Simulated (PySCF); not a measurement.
# U-wB97X-V/cc-pCVDZ (nlc grid 1) run of B2 (SMILES B#B)

Aim: the vertical ionisation energy of B2 at U-wB97X-V/cc-pCVDZ (nlc grid 1), from 2 runs. The job is set up through a Python script.

The calculation is run with PySCF 2.14.0.

## 1. The structure to begin with

The species is B2 (2 atoms), meant as a triplet with charge 0. As SMILES, `B#B`. The coordinates come from a GFN2-xTB relaxation.

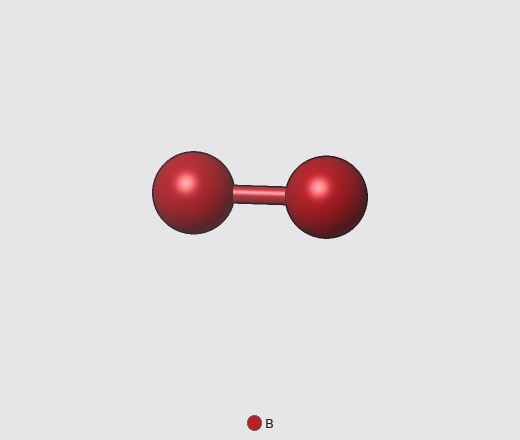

The structure, seen from a chosen angle (boron red).

## 2. The energy at U-wB97X-V/cc-pCVDZ (nlc grid 1)

The input, calc.py:

```python
from pyscf import gto, dft

mol = gto.Mole()
mol.atom = '''
B      0.000000     0.000000     0.000000
B      0.000000     0.000000     2.655292
'''
mol.spin = 2
mol.unit = 'bohr'
mol.verbose = 4
mol.max_memory = 1860
mol.basis = 'cc-pcvdz'
mol.build()

mf = dft.UKS(mol, xc='wb97x-v')
mf.conv_tol = 1e-10
mf.grids.level = 4
mf.nlcgrids.level = 1
mf.kernel()
if not mf.converged:
    mf = mf.newton().run(mf.mo_coeff, mf.mo_occ)

energy = mf.e_tot
print('Final energy', energy)
```

Started as:

```sh
$ OMP_NUM_THREADS=1 python calc.py
```

Output:

```text
PySCF version 2.14.0

[INPUT] num. atoms = 2
[INPUT] num. electrons = 10
[INPUT] charge = 0
[INPUT] spin (= nelec alpha-beta = 2S) = 2
[INPUT] symmetry False subgroup None
[INPUT] Mole.unit = bohr
[INPUT] Symbol           X                Y                Z      unit          X                Y                Z       unit  Magmom
[INPUT]  1 B      0.000000000000   0.000000000000   0.000000000000 AA    0.000000000000   0.000000000000   0.000000000000 Bohr   0.0
[INPUT]  2 B      0.000000000000   0.000000000000   1.405120014738 AA    0.000000000000   0.000000000000   2.655292000000 Bohr   0.0

nuclear repulsion = 9.41516036654349
number of shells = 14
number of NR pGTOs = 60
number of NR cGTOs = 36
basis = cc-pcvdz
ecp = {}

[... 45 lines left out ...]
WARN: HOMO -0.162297555429445 >= LUMO -0.162297555429465
[... 38 lines left out ...]
converged SCF energy = -49.3526374643721  <S^2> = 2.0028068  2S+1 = 3.0018706
Final energy -49.35263746437209
```

Wall time 5.4 s (1 thread of Arm Neoverse V2, shared host); peak memory 0.2 GiB.

## 3. The doublet cation, same level

The input, run.py:

```python
from pyscf import gto, dft

mol = gto.M(
    atom='B 0.000000 0.000000 0.000000; B 0.000000 0.000000 1.405120',
    basis='cc-pcvdz',
    max_memory=1860,
    charge=1,
    spin=1,
    verbose=3,
)

calc0 = dft.UKS(mol, xc='wb97x-v')
calc0.grids.level = 4
calc0.conv_tol = 1e-10
calc0.nlcgrids.level = 1
calc0.kernel()
if not calc0.converged:
    calc0 = calc0.newton().run(calc0.mo_coeff, calc0.mo_occ)

energy = calc0.e_tot
print('Final energy', energy)
```

Started as:

```sh
$ OMP_NUM_THREADS=1 python run.py
```

Output:

```text
converged SCF energy = -48.9702554536403  <S^2> = 0.75151608  2S+1 = 2.0015155
Final energy -48.97025545364026
```

Wall time 5.4 s (1 thread of Arm Neoverse V2, shared host); peak memory 0.2 GiB.

## 4. Summary of results

Level: U-wB97X-V/cc-pCVDZ (nlc grid 1).

| quantity | value |
| --- | --- |
| triplet B2: total energy | -49.35264 Eh |
| triplet B2: dipole moment | 0.00 D |
| triplet B2: HOMO energy (highest over α and β) | -9.06 eV |
| triplet B2: LUMO energy (lowest over α and β) | -2.29 eV |
| triplet B2: ⟨S²⟩ | 2.003 |
| doublet cation: total energy | -48.97026 Eh |
| doublet cation: HOMO energy (highest over α and β) | -17.33 eV |
| doublet cation: LUMO energy (lowest over α and β) | -10.81 eV |
| doublet cation: ⟨S²⟩ | 0.752 |
| vertical ionisation energy (to the doublet cation) | 10.405 eV |

Removing an electron at fixed nuclei costs 10.41 eV (1004 kJ/mol).
